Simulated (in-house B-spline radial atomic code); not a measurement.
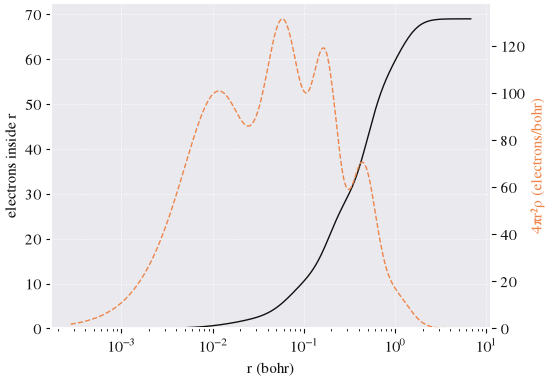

System: the hafnium ion Hf³⁺, configuration [Xe] 4f14 5d1 (high spin). Method: scalar-relativistic (spin-free one-electron X2C) B97-1, spin-polarised, spherical density, exact exchange averaged over the configuration, Fermi nucleus, basis-set limit; computed with an in-house B-spline radial code. Radial functions and radii carry no picture-change correction.

```
Z = 72
electrons = 69.0
configuration = [Xe] 4f14 5d1
hamiltonian = x2c
method = b97_1
spin_polarised = True
nucleus = fermi
rms_radius = 5.347
mass_number = 180
atomic_mass = 179.946559537
speed_of_light = 137.035999084
exact_exchange = averaged over the configuration
```

Launched within a batch that task.json describes:
```bash
python run_scf.py task.json out
```

The plot shows the number of electrons inside radius r (solid) and the radial density 4πr²ρ (dashed).

Q: Describe it and give its main numbers.

Answer: The count levels off at 69 electrons. Half of them lie within 0.384 bohr, 90 % within 1.16 bohr and 99 % within 2.18 bohr. The radial density has minima at 0.024, 0.11 and 0.31 bohr, where the count stands at 2.0, 11.1 and 29.9; these part the shells that the density resolves.
